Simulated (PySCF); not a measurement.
# One shape, several levels: C5H8O2 (delta-valerolactone)

Wanted: a comparison of 6 runs (BHLYP/6-31G*, PBE0/6-31G*, SVWN5/6-31G*, TPSS/6-31G*, wB97M-V/6-31G*, SCS-MP2/6-31G*) of C5H8O2 (delta-valerolactone). The job is set up through a Python script.

The calculation is run with PySCF 2.14.0.

2 further runs of the same task are left out: 2 set aside as unsound or not needed.

**1. Starting point**

The species is C5H8O2 (15 atoms), meant as a singlet with charge 0. SMILES: `O=C1CCCCO1`. Geometry: relaxed at GFN2-xTB. This is one conformer, not always the lowest.

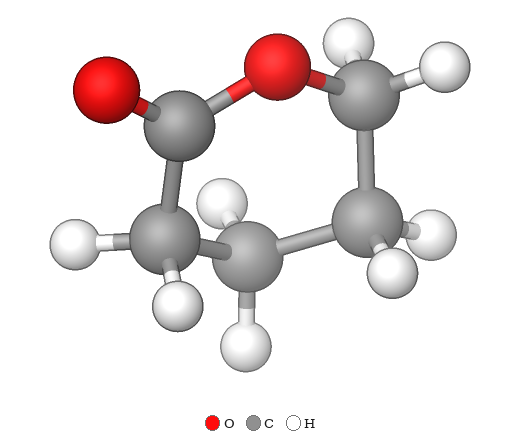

Viewed from a chosen angle; oxygen red, carbon grey, hydrogen white.

**2. The energy at BHLYP/6-31G(d) (spherical functions) (run 1)**

job.py reads:

```python
from pyscf import gto, dft

mol = gto.M(
    atom='''
O       -1.644350      -2.065430       1.085610
C       -1.018220      -1.155650       0.611050
C        0.500790      -1.137860       0.637660
C        1.141090      -0.132320      -0.311230
C        0.390960       1.187370      -0.181620
C       -1.051150       0.946650      -0.599130
O       -1.684840      -0.112790       0.105980
H        0.842870      -2.155100       0.443190
H        0.773070      -0.900590       1.670870
H        2.197230      -0.008400      -0.067420
H        1.073910      -0.490930      -1.340890
H        0.426990       1.535490       0.852480
H        0.822660       1.956870      -0.821290
H       -1.676020       1.825200      -0.415640
H       -1.094990       0.707490      -1.669610
''',
    verbose=3,
    max_memory=1860,
    basis='6-31g*',
)

calc0 = dft.RKS(mol)
calc0.xc = 'bhandhlyp'
calc0.conv_tol = 1e-10
calc0.grids.level = 5
calc0.kernel()
if not calc0.converged:
    calc0 = calc0.newton().run(calc0.mo_coeff, calc0.mo_occ)

energy = calc0.e_tot
print(f'total energy: {energy:.8f} hartree')
```

Launch:

```sh
$ OMP_NUM_THREADS=1 python job.py
```

Output:

```text
converged SCF energy = -345.601153205501
total energy: -345.60115321 hartree
```

Run time: 47 s. Hardware: 1 thread of Intel Xeon at 2.70GHz, shared host; peak memory 0.64 GiB.

**3. The energy at PBE0/6-31G(d) (spherical functions) (run 2)**

calc.py reads:

```python
# delta-valerolactone
from pyscf import gto, dft

molecule = gto.M(
    atom='''
O       -1.644350      -2.065430       1.085610
C       -1.018220      -1.155650       0.611050
C        0.500790      -1.137860       0.637660
C        1.141090      -0.132320      -0.311230
C        0.390960       1.187370      -0.181620
C       -1.051150       0.946650      -0.599130
O       -1.684840      -0.112790       0.105980
H        0.842870      -2.155100       0.443190
H        0.773070      -0.900590       1.670870
H        2.197230      -0.008400      -0.067420
H        1.073910      -0.490930      -1.340890
H        0.426990       1.535490       0.852480
H        0.822660       1.956870      -0.821290
H       -1.676020       1.825200      -0.415640
H       -1.094990       0.707490      -1.669610
''',
    spin=0,
    verbose=4,
    basis='6-31g*',
    max_memory=1860,
)

mf = dft.RKS(molecule)
mf.xc = 'pbe0'
mf.grids.level = 5
mf.conv_tol = 1e-10
mf.kernel()
if not mf.converged:
    mf = mf.newton().run(mf.mo_coeff, mf.mo_occ)

e_tot = mf.e_tot
print('E(%s) = %.9f' % ('PBE0', e_tot))
```

Launch:

```sh
$ OMP_NUM_THREADS=1 python calc.py
```

Output:

```text
PySCF version 2.14.0

[... 86 lines left out ...]
converged SCF energy = -345.40930969058
E(PBE0) = -345.409309691
```

Wall time 50 s (1 thread of Intel Xeon at 2.70GHz, shared host); peak memory 0.64 GiB.

Runs 3 to 4 aren't shown in full; the table further down has their settings and results.

**4. The energy at wB97M-V/6-31G(d) (spherical functions) (run 5)**

mol.xyz reads:

```xyz
15
C5H8O2
O     -1.644350    -2.065430     1.085610
C     -1.018220    -1.155650     0.611050
C      0.500790    -1.137860     0.637660
C      1.141090    -0.132320    -0.311230
C      0.390960     1.187370    -0.181620
C     -1.051150     0.946650    -0.599130
O     -1.684840    -0.112790     0.105980
H      0.842870    -2.155100     0.443190
H      0.773070    -0.900590     1.670870
H      2.197230    -0.008400    -0.067420
H      1.073910    -0.490930    -1.340890
H      0.426990     1.535490     0.852480
H      0.822660     1.956870    -0.821290
H     -1.676020     1.825200    -0.415640
H     -1.094990     0.707490    -1.669610
```

calc.py reads:

```python
from pyscf import gto, dft

mol = gto.Mole()
mol.atom = 'mol.xyz'
mol.max_memory = 1860
mol.spin = 0
mol.basis = '6-31g*'
mol.verbose = 3
mol.charge = 0
mol.build()

mf = dft.RKS(mol, xc='wb97m-v')
mf.grids.level = 5
mf.conv_tol = 1e-10
mf.nlcgrids.level = 1
mf.kernel()
if not mf.converged:
    mf = mf.newton().run(mf.mo_coeff, mf.mo_occ)

e_final = mf.e_tot
print('E = %.10f Eh' % e_final)
```

Launch:

```sh
$ OMP_NUM_THREADS=1 python calc.py
```

Output:

```text
converged SCF energy = -345.662665305214
E = -345.6626653052 Eh
```

Wall time 5.6 min (1 thread of Intel Xeon at 2.70GHz, shared host); peak memory 0.73 GiB.

**5. A single-point energy at SCS-MP2/6-31G(d) (spherical functions) (run 6)**

run.py reads:

```python
# delta-valerolactone
from pyscf import gto, mp

mol = gto.M(
    atom='''
O     -1.644350    -2.065430     1.085610
C     -1.018220    -1.155650     0.611050
C      0.500790    -1.137860     0.637660
C      1.141090    -0.132320    -0.311230
C      0.390960     1.187370    -0.181620
C     -1.051150     0.946650    -0.599130
O     -1.684840    -0.112790     0.105980
H      0.842870    -2.155100     0.443190
H      0.773070    -0.900590     1.670870
H      2.197230    -0.008400    -0.067420
H      1.073910    -0.490930    -1.340890
H      0.426990     1.535490     0.852480
H      0.822660     1.956870    -0.821290
H     -1.676020     1.825200    -0.415640
H     -1.094990     0.707490    -1.669610
''',
    max_memory=1860,
    verbose=3,
    basis='6-31g*',
    spin=0,
)

myscf = mol.RHF()
myscf.conv_tol = 1e-10
myscf.kernel()
if not myscf.converged:
    myscf = myscf.newton().run(myscf.mo_coeff, myscf.mo_occ)

pt = mp.MP2(myscf, frozen=7).run()
etot = myscf.e_tot + 1.2 * pt.e_corr_os + pt.e_corr_ss / 3
print('E = %.10f Eh' % etot)
```

Launch:

```sh
$ OMP_NUM_THREADS=1 python run.py
```

Output:

```text
converged SCF energy = -343.733417342282
E(RMP2) = -344.713842502414  E_corr = -0.98042516013126
E(SCS-RMP2) = -344.688485670368  E_corr = -0.955068328086067
E = -344.6884856704 Eh
```

Run time: 5.4 s. Hardware: 1 thread of Intel Xeon at 2.70GHz, shared host; peak memory 0.39 GiB.

**6. The series**

```tsv
run	level	nlc grid	integration grid	energy (Eh)	dipole moment (D) of the reference	HOMO energy (eV)	LUMO energy (eV)	wall time
1	BHLYP/6-31G* (spherical functions)	–	5	-345.601153	4.91	-8.88	1.90	47 s
2	PBE0/6-31G* (spherical functions)	–	5	-345.409310	4.68	-7.27	0.68	50 s
3	SVWN5/6-31G* (spherical functions)	–	5	-342.910930	4.51	-5.68	-0.60	29 s
4	TPSS/6-31G* (spherical functions)	–	5	-345.849200	4.49	-5.65	-0.24	97 s
5	wB97M-V/6-31G* (spherical functions)	1	5	-345.662665	4.68	-9.66	3.02	5.6 min
6	SCS-MP2/6-31G* (spherical functions)	–	–	-344.688486	5.31	-11.48	4.88	5.4 s
```

**7. Summary of results**

| quantity | value |
| --- | --- |
| run 6: total energy | -344.68849 Eh |
| run 6: dipole moment (Hartree–Fock density) | 5.31 D |
| run 6: HOMO energy (Hartree–Fock orbitals) | -11.48 eV |
| run 6: LUMO energy (Hartree–Fock orbitals) | 4.88 eV |
| run 6: HOMO–LUMO gap (Hartree–Fock orbitals) | 16.36 eV |
| run 6: correlation energy (7 core orbitals frozen) | -955.1 mEh |

**Reading.** Over runs 1, 2, 3, 4, 5 the dipole moment (its size) runs from 4.49 D (TPSS/6-31G*) to 4.91 D (BHLYP/6-31G*). Over runs 1, 2, 3, 4, 5 the HOMO–LUMO gap runs from 5.08 eV (SVWN5/6-31G*) to 12.67 eV (wB97M-V/6-31G*). Totals of different functionals can't be ranked against each other. All runs together took 9.4 min, the longest 5.6 min.
